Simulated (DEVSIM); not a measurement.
Structure: abrupt Si n-p junction, at 300 K.

```tsv
layer (left to right)	material	thickness (μm)	Nd (cm⁻³)	Na (cm⁻³)	τn (s)	τp (s)
1	Si	17.0	8.7e16	-	1e-7	1e-7
2	Si	2.30	-	1.3e14	1e-7	1e-7
```

Left contact: ohmic. Right contact: ohmic. Voltage is applied to the left contact. Recombination: SRH at mid-gap, radiative. Mobility is μmin + (μ − μmin)/(1 + (N/Nref)^α).

This is a model device: material constants are rounded textbook-type values typed into the input, and sizes, dopings and lifetimes were drawn at random. Values at 300 K.

| parameter | Si |
|---|---|
| gap (eV) | 1.124 |
| affinity (eV) | 4.05 |
| permittivity | 11.7 |
| Nc (cm⁻³) | 2.86e19 |
| Nv (cm⁻³) | 3.1e19 |
| μn (cm²/Vs) | 1417 |
| μp (cm²/Vs) | 470 |
| μn,min | 52 |
| μp,min | 45 |
| Nref,n | 9.7e16 |
| Nref,p | 2.2e17 |
| αn | 0.68 |
| αp | 0.72 |
| B (cm³/s) | 4.7e-15 |

Simulated with DEVSIM: 1D drift-diffusion, Boltzmann statistics, complete ionisation; no tunnelling, impact ionisation, image-force lowering or self-heating.

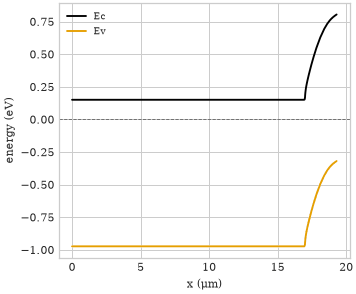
Band edges at zero bias

Energies count from the Fermi level of the right contact; mesh points crowd at the junctions.

```tsv
x (μm)	Ec (eV)	Ev (eV)	n (cm⁻³)	p (cm⁻³)	field (V/cm)
0.000	0.150	-0.974	8.7e16	1300	≈ 0
0.03252	0.150	-0.974	8.7e16	1300	≈ 0
0.1090	0.150	-0.974	8.7e16	1300	≈ 0
0.2887	0.150	-0.974	8.7e16	1300	≈ 0
0.9535	0.150	-0.974	8.7e16	1300	≈ 0
2.274	0.150	-0.974	8.7e16	1300	≈ 0
5.379	0.150	-0.974	8.7e16	1300	≈ 0
12.58	0.150	-0.974	8.7e16	1300	≈ 0
15.13	0.150	-0.974	8.7e16	1300	≈ 0
16.22	0.150	-0.974	8.7e16	1300	≈ 0
16.68	0.150	-0.974	8.7e16	1300	≈ 0
16.92	0.150	-0.974	8.7e16	1300	68
16.98	0.157	-0.967	6.7e16	1700	4800
17.00	0.185	-0.939	2.2e16	5200	14000
17.07	0.241	-0.883	2.6e15	46000	6500
17.19	0.304	-0.820	2.2e14	530000	4600
17.47	0.421	-0.703	2.4e12	4.8e7	3900
18.11	0.628	-0.496	8.0e8	1.5e11	2600
18.93	0.772	-0.352	3100000	3.8e13	1000
19.15	0.793	-0.331	1400000	8.4e13	790
19.25	0.800	-0.324	1000000	1.1e14	750
19.30	0.804	-0.320	890000	1.3e14	740
```
